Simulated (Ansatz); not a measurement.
# Calculations on CH2SiTe

Part 1: Relaxation

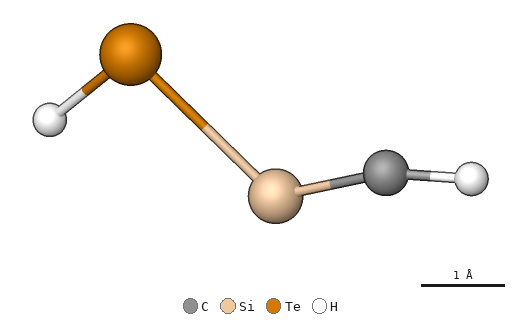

Starting structure of CH$_{2}$SiTe. The picture is a ball-and-stick view, seen at a tilt.

These are results of Ansatz, RKS PBE0-D4/def2-TZVP, not measurements.

Input
```yaml
crystal:
  periodic: [false, false, false]
  atoms:
    - {symbol: C, position_ang: [-1.602228, -0.387961, -0.068215]}
    - {symbol: Si, position_ang: [-0.081427, -0.189845, -0.674810]}
    - {symbol: Te, position_ang: [1.695044, -0.257196, 1.030501]}
    - {symbol: H, position_ang: [-2.652283, -0.634040, -0.080756]}
    - {symbol: H, position_ang: [2.870884, -0.020194, -0.116502]}
basis:
  gaussian: {orbitals: def2-TZVP}
hamiltonian: {xc: pbe0, dispersion: d4}
relax: {f_tol: 0.005, max_steps: 200, constraints: [{sites: [3, 0, 1, 2]}]}
```

What does the optimiser find from here?

Answer. Si2 moves most after the best rigid fit: 0.042 Å. By element the largest moves are Si 0.042 Å, H 0.036 Å, Te 0.022 Å, C 0.005 Å. After 3 geometry steps the energy has fallen by 0.10 kJ/mol. The largest force component goes from 0.018 to 0.0021 eV/Å. The run took of the order of 19 core-seconds on a shared host.

Step by step:

| step | E − E(0), kJ/mol | largest force component, eV/Å |
| --- | --- | --- |
| 0 | 0.00 | 0.0179 |
| 1 | -0.03 | 0.0144 |
| 2 | -0.09 | 0.0304 |
| 3 | -0.10 | 0.0021 |

Final geometry:

```xyz
5

C    -1.6018   -0.3836   -0.0697
Si   -0.0775   -0.2310   -0.6807
Te    1.6970   -0.2788    1.0273
H    -2.6561   -0.6111   -0.0757
H     2.8683    0.0154   -0.1110
```

Part 2: Relaxation

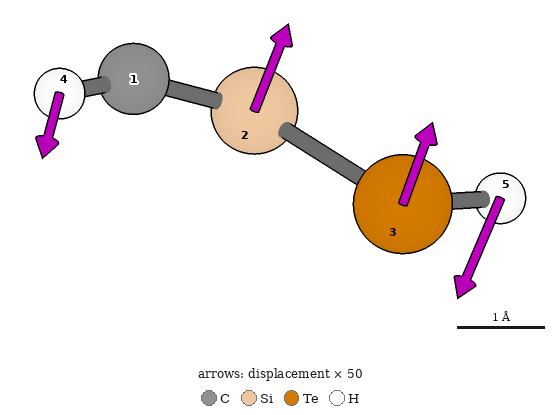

This is a constrained relaxation of CH2SiTe. The starting structure is drawn; purple arrows show the displacements, magnified 50 times. The two geometries are superimposed by the best rigid fit.

Style: ball-and-stick. Shown from a free direction.

Method: RKS PBE0-D4/def2-TZVP (Ansatz 0.2.0). (force threshold 0.005 eV/Å; at most 200 steps)

What did the optimiser do to the structure, and how much energy did it gain?

Answer. The energy falls by 0.001 eV in 4 accepted moves (5 points after the start). The largest force component goes from 0.012 to 0.00056 eV/Å. The line search rejected the trial step at point 4 of the run. The forces were under the threshold at step 2, but the run went on from there. H5 moves most after the best rigid fit: 0.027 Å. Largest moves by element: H 0.027 Å, Si 0.023 Å, Te 0.022 Å, C 0.002 Å.

Part 3: Scan

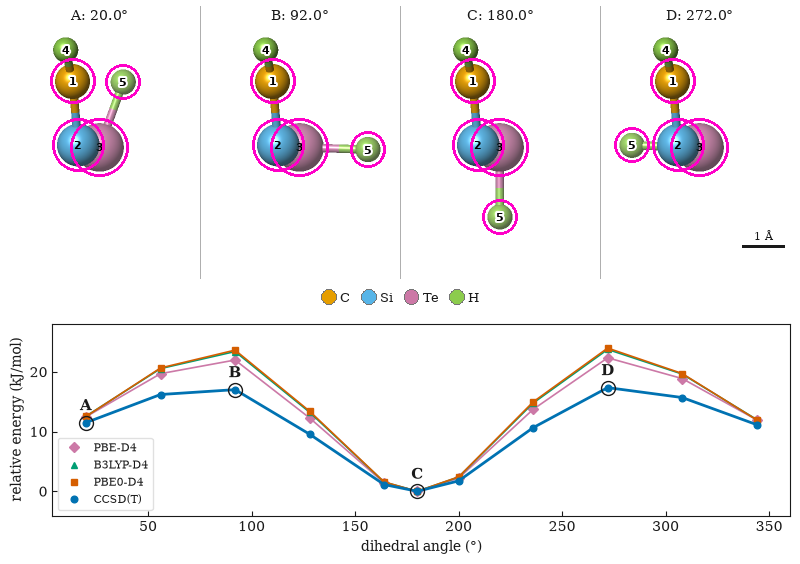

Energy scan for CH₂SiTe, in which the C1–Si2–Te3–H5 dihedral angle is varied, with the rest of the molecule carried along rigidly. The lettered frames are marked on the plot, at the values of CCSD(T). Style: ball-and-stick. Shown almost along the central bond. The ringed atoms are those of the scanned coordinate.

Single-point energies from Ansatz with CCSD(T), PBE0-D4, B3LYP-D4, PBE-D4 in the def2-TZVPP basis, on geometries moved rigidly from the minimum at PBE0-D4/def2-TZVP. Coupled cluster with a frozen core. Elements past krypton carry the basis set's effective core potentials. Energies are counted from the PBE0-D4/def2-TZVP minimum geometry at the same level.

### Read off the main features of the energy profile.

With CCSD(T): the lowest computed point lies at the dihedral 180.0° (0.0 kJ/mol). Local maxima lie at 92.0° (17.0 kJ/mol), 272.0° (17.4 kJ/mol). The highest point, at 272.0°, lies 17.4 kJ/mol above the lowest and gives an upper estimate of the barrier to rotation, since the rotor is rigid. At 272.0° the levels give CCSD(T) 17.4 kJ/mol, PBE-D4 22.3 kJ/mol, B3LYP-D4 23.7 kJ/mol, PBE0-D4 24.0 kJ/mol. Closest to CCSD(T) there is PBE-D4. At 20.0° to 344.0° the mean-field solution behind CCSD(T) isn't stable (a lower one of broken symmetry exists), so those energies are less reliable. The T1 diagnostic reaches 0.043, so the single-reference result is less sure there.

Part 4: Scan

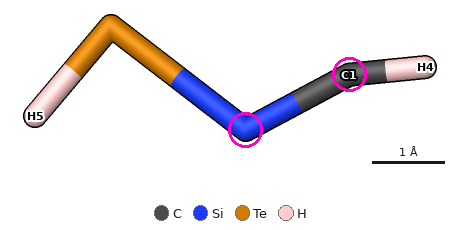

Energy scan for CH₂SiTe, in which the C1–Si2 distance is varied, with all other coordinates relaxed. The picture shows the minimum geometry. The ringed atoms are those of the scanned coordinate. A stick model, seen at a tilt.

Single-point energies from Ansatz with r2SCAN-D4, PBE-D4, B3LYP-D4, CCSD(T) in the def2-TZVPP basis, on geometries relaxed under the constraint at PBE0-D4/def2-TZVP. Coupled cluster with a frozen core. Elements past krypton carry the basis set's effective core potentials. Energies are counted from the PBE0-D4/def2-TZVP minimum geometry at the same level.

```xyz
5

C    -1.6022   -0.3880   -0.0682
Si   -0.0814   -0.1898   -0.6748
Te    1.5613    0.6091    0.9780
H    -2.6523   -0.6340   -0.0808
H     2.7747    0.6028   -0.1542
```

Give the energy at each point (the distance: 1.418, 1.467, 1.538, 1.621, 1.649, 1.713, 1.812, 1.918, 2.028, 2.144 Å).

Energies in kcal/mol.

```tsv
distance (Å)	r2SCAN-D4	PBE-D4	B3LYP-D4	CCSD(T)
1.418	32.7	35.1	32.9	35.6
1.467	18.7	20.5	19.1	20.9
1.538	6.2	7.3	6.5	7.4
1.621	0.3	0.6	0.5	0.6
1.649	0.0	0.0	0.0	0.0
1.713	1.5	1.0	1.2	1.2
1.812	8.4	7.1	7.4	8.0
1.918	18.7	17.0	16.5	19.7
2.028	−7.6	−10.9	−6.7	−7.7
2.144	5.4	1.0	6.4	4.6
```

With r2SCAN-D4: the lowest computed point lies at the distance 2.028 Å (−7.6 kcal/mol). Further local minima among the points: 1.649 Å (0.0 kcal/mol). A local maximum lies at 1.918 Å (18.7 kcal/mol). At the ends of the scan the energy is 32.7 kcal/mol (1.418 Å) and 5.4 kcal/mol (2.144 Å). At 1.418 Å the levels give r2SCAN-D4 32.7 kcal/mol, B3LYP-D4 32.9 kcal/mol, PBE-D4 35.1 kcal/mol, CCSD(T) 35.6 kcal/mol. Closest to CCSD(T) there is PBE-D4. At 1.418 Å to 2.144 Å the mean-field solution behind CCSD(T) isn't stable (a lower one of broken symmetry exists), so those energies are less reliable. The T1 diagnostic reaches 0.048, so the single-reference result is less sure there.

As a plot:

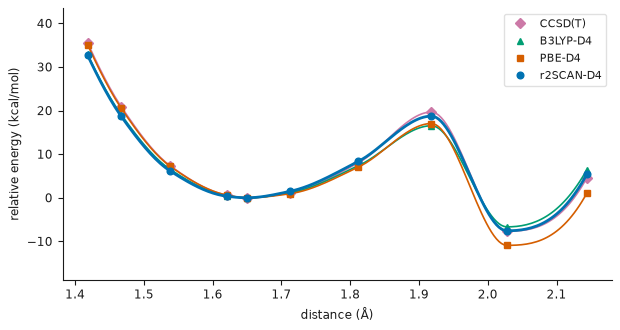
